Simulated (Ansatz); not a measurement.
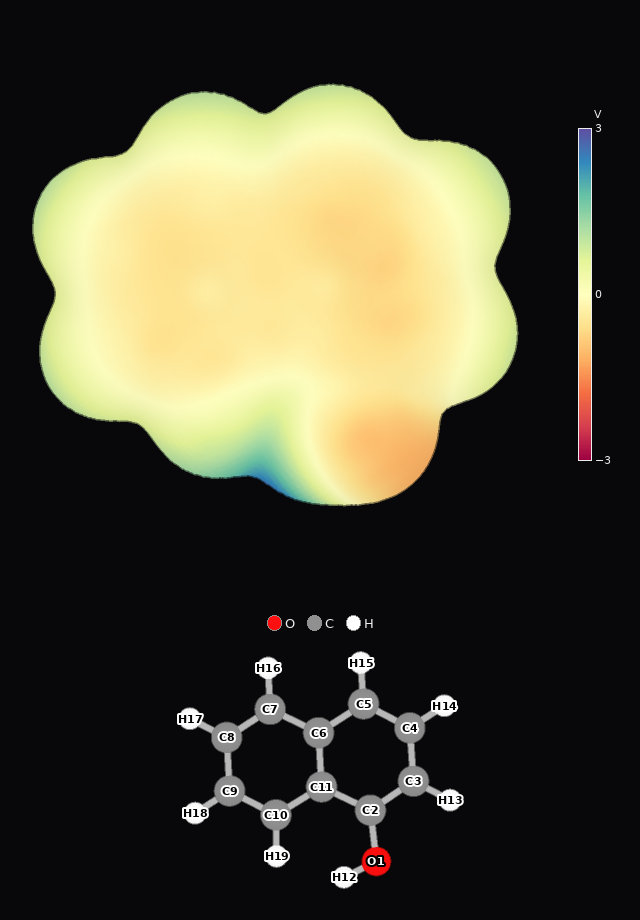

Figure. C10H8O (SMILES Oc1cccc2ccccc12). The electrostatic potential painted on the density surface at 0.002 e/bohr³, seen at a tilt; red is negative and blue positive. The bare structure is drawn below in the same view.

Geometry: PBE0-D4/def2-TZVP.

The calculation used Ansatz, RKS PBE0-D4/def2-TZVPP.

```csv
atom,x (Å),y (Å),z (Å)
O,2.8681,0.2432,0.0161
C,1.6341,0.1420,-0.5307
C,1.5428,0.1430,-1.8985
C,0.2923,0.0400,-2.5250
C,-0.8557,-0.0657,-1.7899
C,-0.7940,-0.0675,-0.3812
C,-1.9590,-0.1738,0.4100
C,-1.8935,-0.1712,1.7750
C,-0.6490,-0.0587,2.4197
C,0.4993,0.0455,1.6837
C,0.4659,0.0413,0.2723
H,2.8056,0.1864,0.9726
H,2.4531,0.2222,-2.4801
H,0.2462,0.0424,-3.6080
H,-1.8218,-0.1481,-2.2742
H,-2.9165,-0.2577,-0.0930
H,-2.7989,-0.2537,2.3649
H,-0.6002,-0.0525,3.5022
H,1.4391,0.1386,2.2206
```

Question: Where is the surface potential most negative and most positive?

Answer: The most negative region (about −1.1 V) lies over O1, the most positive (about +2.6 V) over H12. O1 is the likeliest acceptor of a hydrogen bond.
